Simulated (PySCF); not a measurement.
**C5H11Al: density, localisation and related maps**

Input file:

```
{"job": {"kind": "uv", "xc": "CAM-B3LYP", "basis": "def2-SVPD", "ip": true, "dynamic": true}, "charge": 0, "multiplicity": 1}
C      1.901777     0.803949     0.197266
C      1.640702    -0.362778     0.884948
C      1.569992    -1.674472     0.298283
Al     0.160268    -0.527149    -0.701450
C     -1.634385    -0.208705     0.040681
C     -2.217897     1.175409    -0.250951
H      2.454638     0.794802    -0.747748
H      1.766784     1.772373     0.682690
H      1.171519    -0.247816     1.872236
H      2.301384    -1.916947    -0.482927
H      1.326170    -2.505458     0.964304
H      0.573055    -0.365949    -2.226213
H     -2.309586    -0.989065    -0.357789
H     -1.606124    -0.389122     1.130746
H     -2.263413     1.381980    -1.333100
H     -3.242708     1.293408     0.140367
H     -1.608616     1.977483     0.197584
```

Launched as:

```sh
OMP_NUM_THREADS=1 python probes_run.py task.json out
```

Geometry: PBE0-D3(BJ)/def2-SVP.

Method: PySCF 2.14.0, CAM-B3LYP/def2-SVPD, SCF density, gas phase.

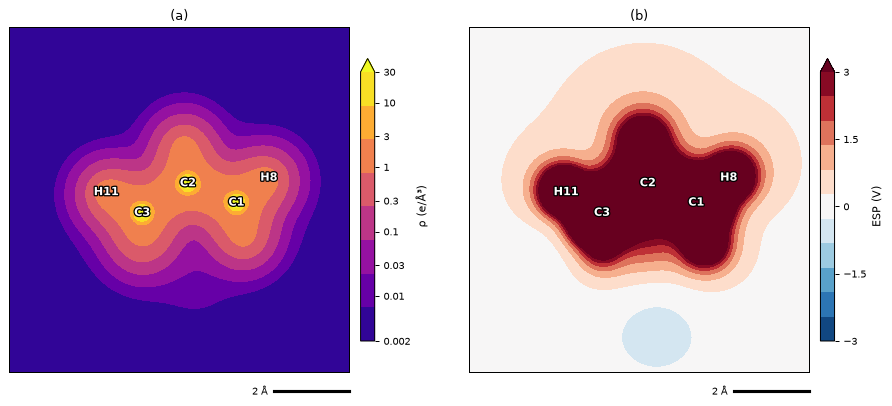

Figure 1. (a) total electron density; (b) electrostatic potential on the plane of atoms C2, C3 and H11.

> Describe what can be read from this map.

Atoms in the plane: C and H. C–C (1.38 Å): the density is about 2.1 e/Å³ at the midpoint. C–H (1.09 Å): ρ at the midpoint is about 1.9 e/Å³. C–C (1.44 Å): ρ is about 1.9 e/Å³ halfway. Outside the dense part of the molecule the potential is most negative (−0.4 V) near H12, which lies off the plane.

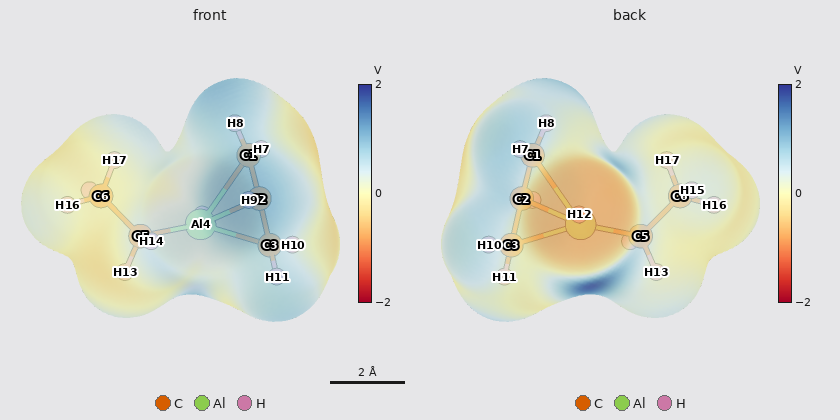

Figure 2. The molecular electrostatic potential painted on the density surface at 0.002 e/bohr³, seen from the front and from behind; the colour scale runs from red (negative) to blue (positive).

> Where is the surface potential most negative and most positive?

The most negative region (about −0.7 V) lies over H12, the most positive (about +1.6 V) over Al4.
